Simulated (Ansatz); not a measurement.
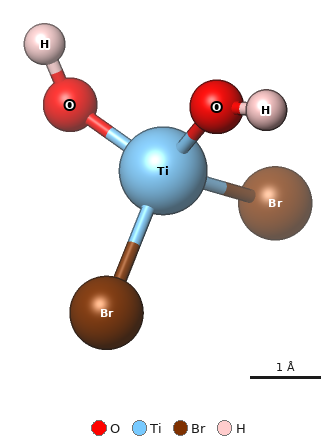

Figure 1. The input geometry (ball-and-stick view, seen at a tilt). Sticks mark near contacts.

Single-point calculation, with input and output: TiH2Br2O2

- system: TiH2Br2O2, SMILES [OH][Ti]([OH])([Br])[Br]
- method: RKS r2SCANh-D4/def2-TZVPP (Ansatz 0.2.0)

The geometry comes from this level: PBE0-D4/def2-TZVP.

Input:
```yaml
crystal:
  periodic: [false, false, false]
  atoms:
    - {symbol: O, position_ang: [-0.985761, 0.016388, 1.094845]}
    - {symbol: Ti, position_ang: [0.048441, 0.120553, -0.320902]}
    - {symbol: O, position_ang: [1.511197, -0.830431, -0.050807]}
    - {symbol: Br, position_ang: [-1.126141, -0.706449, -2.187823]}
    - {symbol: Br, position_ang: [0.603257, 2.378534, -0.698654]}
    - {symbol: H, position_ang: [-1.825457, 0.319766, 1.442006]}
    - {symbol: H, position_ang: [1.835665, -1.366362, 0.675735]}
basis:
  gaussian: {orbitals: def2-TZVPP}
hamiltonian: {xc: {name: r2SCANh}, dispersion: d4}
output: {orbitals: {seedname: orbitals}}
```

Run on 8 threads of Arm Neoverse V2, 23 GiB of memory available, shared host.

Launched with:
```bash
ansatz run in.yaml --threads 8 --pin off --events-out ev --progress --plain --max-ram 18278MiB
```

The program's output:
```
Functional definition: r2SCANh
  name "r2SCANh"
  cite "Bursch, Neugebauer, Ehlert & Grimme, J. Chem. Phys. 156, 134105 (2022) doi:10.1063/5.0086040"
  cite "Furness, Kaplan, Ning, Perdew & Sun, J. Phys. Chem. Lett. 11, 8208 (2020) doi:10.1021/acs.jpclett.0c02405"
  cite "Furness, Kaplan, Ning, Perdew & Sun, J. Phys. Chem. Lett. 11, 9248 (2020) doi:10.1021/acs.jpclett.0c03077"
  parent r2scan
  parameter a = 0.1
  parameter k0 = 0.174
  parameter k1 = 0.065
  parameter a1 = 4.9479
  exchange = (1 - a)*r2scan_x(k0 = k0, k1 = k1, a1 = a1) + a*exact_x
  correlation = r2scan_c
1643 factors; their error is unknown
mean field evaluation 1: about -167327.9689 eV, gradient 8.3e1 eV
mean field evaluation 2: about -167160.5397 eV, gradient 3.3e2 eV
mean field evaluation 4: about -167329.5981 eV, gradient 7.4e1 eV
mean field evaluation 8: about -167339.1587 eV, gradient 4.0e-1 eV
mean field evaluation 16: about -167339.5214 eV, gradient 1.6e-3 eV
mean field -167339.52138134 eV, -6149.6139839627 hartree, gradient 5.1e-5 eV, S^2 0.000000; 0 other end points of the search recorded, 0 dependent functions left out
reference -167339.52139368 eV, -6149.6139844164 hartree; 55, 55 occupied and 195, 195 virtual orbitals, 1643 factors
Total energy: -167339.57869447 eV, -6149.6160901814 hartree
```

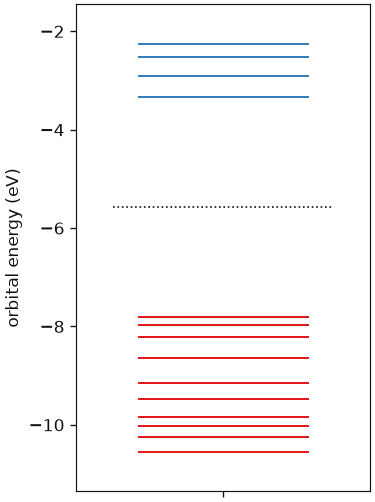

Figure 2. Orbital energies near the frontier; the dotted line parts filled from empty levels, and levels within 0.02 eV of each other stand side by side. Highest filled −7.81 eV, lowest empty −3.33 eV, 4.48 eV apart.

Results in brief:

```json
{"quantity": "outcome", "value": "converged"}
{"quantity": "total energy", "value": "−167339.5787 eV"}
{"quantity": "mean-field energy", "value": "−167339.5214 eV"}
{"quantity": "dispersion energy", "value": "−0.0573 eV"}
{"quantity": "SCF solution under orbital rotations", "value": "stable"}
{"quantity": "HOMO", "value": "−7.81 eV"}
{"quantity": "LUMO", "value": "−3.33 eV"}
{"quantity": "wall time", "value": "5.5 s (CPU time 39 s)"}
{"quantity": "peak memory", "value": "1.2 GiB"}
```
